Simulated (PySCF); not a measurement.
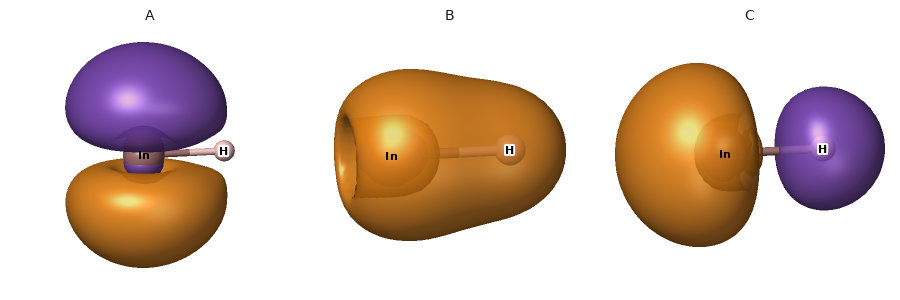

Figure. InH (charge +1, doublet). Three frontier α-spin orbitals, each drawn at the value that holds 80 % of its norm (orange and purple are the two phases), in no order; of a degenerate pair one member is drawn.

Core potentials replace the inner electrons of In.

The calculation used PBE0/def2-SVPD, non-relativistic Hamiltonian with scalar-relativistic core potentials where named, at a bond length of 1.874 Å (PySCF 2.14.0).

### Label each orbital by symmetry, say whether it is occupied, and order them by energy.

Orbital B: σ, occupied in this spin, −17.98 eV; shared between the atoms (In 65 %, H 35 %).
Orbital C: σ, occupied in this spin, −13.81 eV; mainly on In (70 %).
Orbital A: π, empty in this spin, −7.89 eV; almost wholly on In.
